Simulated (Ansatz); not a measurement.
# ClFH3NOSi (SMILES N[Si](O)(F)Cl): what the fields show

Input file:

```
crystal:
  periodic: [false, false, false]
  atoms:
    - {symbol: N, position_ang: [-0.731282, 0.739166, 0.597377]}
    - {symbol: Si, position_ang: [0.242615, -0.124384, -0.475791]}
    - {symbol: O, position_ang: [0.465195, -1.655750, 0.009021]}
    - {symbol: F, position_ang: [-0.349306, -0.283569, -1.935601]}
    - {symbol: Cl, position_ang: [1.981518, 0.922691, -0.663329]}
    - {symbol: H, position_ang: [-0.683331, 1.743200, 0.640719]}
    - {symbol: H, position_ang: [-1.633673, 0.387964, 0.874410]}
    - {symbol: H, position_ang: [0.800466, -1.786219, 0.897292]}
basis:
  gaussian: {orbitals: def2-TZVPP}
hamiltonian: {xc: pbe0, dispersion: d4}
output: {orbitals: {seedname: orbitals}}
```

Launched as:

```sh
ansatz run in.yaml --threads 4 --pin off --events-out ev --progress --plain --max-ram 10444MiB
```

Geometry: PBE0-D4/def2-TZVP.

These are results of RKS PBE0-D4/def2-TZVPP (Ansatz 0.2.0), not measurements.

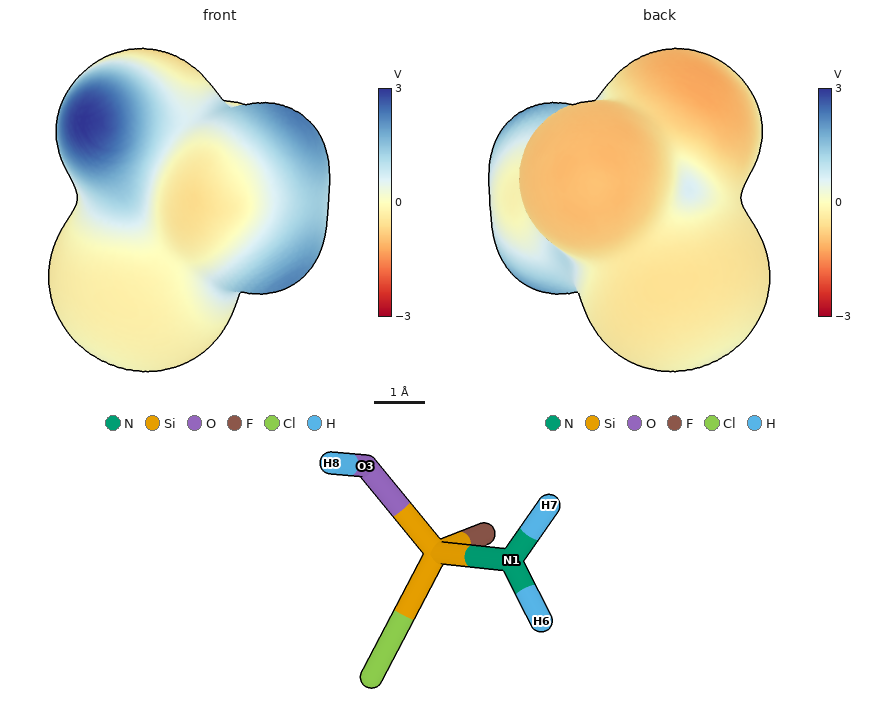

Figure 1. The molecular electrostatic potential painted on the density surface at 0.002 e/bohr³, seen from the front and from behind; the colour scale runs from red (negative) to blue (positive). The bare structure is drawn below in the same view.

Question: Which sites attract a positive test charge, and which a negative one?

Answer: A positive charge is drawn to the negative regions and a negative charge to the positive ones. The most negative region (about −1.2 V) lies over O3, the most positive (about +2.9 V) over H8. O3 is the likeliest acceptor of a hydrogen bond.

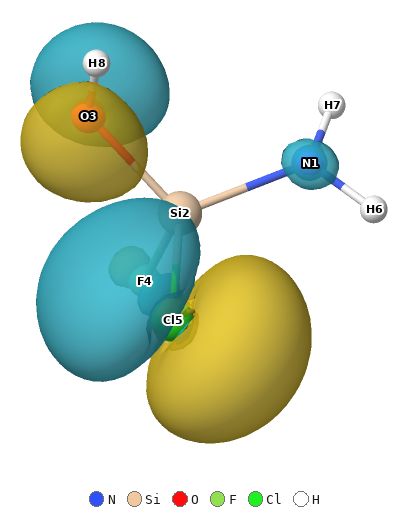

Figure 2. The HOMO−1 at ±0.1 Å⁻³ᐟ² (yellow and cyan are the two phases), seen at a tilt.

Question: What is the character of this orbital?

Answer: It lies mainly on Cl5 (about 70 %) and O3 (about 20 %); largely a lone pair of Cl5. Its energy is −9.37 eV.

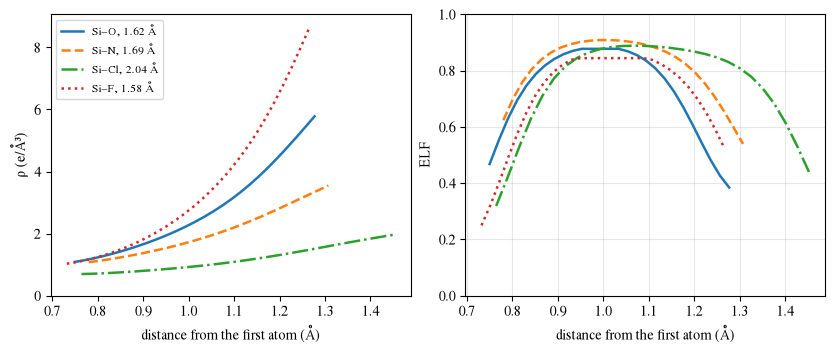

Figure 3. Electron density and electron localisation function along straight lines between neighbouring atoms. The curves leave out the atomic cores.

Question: What can be read from the curves?

Answer: Si–O (1.62 Å): the density is about 1.3 e/Å³ at the midpoint; the ELF peaks at about 0.90 between the atoms: a short, strongly polar bond.
Si–N (1.69 Å): ρ is about 1.2 e/Å³ halfway; the ELF peaks at about 0.90 between the atoms: a shared but strongly polarised pair.
Si–Cl (2.04 Å): ρ is about 0.95 e/Å³ halfway; the ELF peaks at about 0.90 between the atoms: a shared but strongly polarised pair.
Si–F (1.58 Å): the density is about 1.2 e/Å³ at the midpoint; the ELF peaks at about 0.85 in the valence shell of F, 0.6 Å from its nucleus, and is about 0.50 at the midpoint.
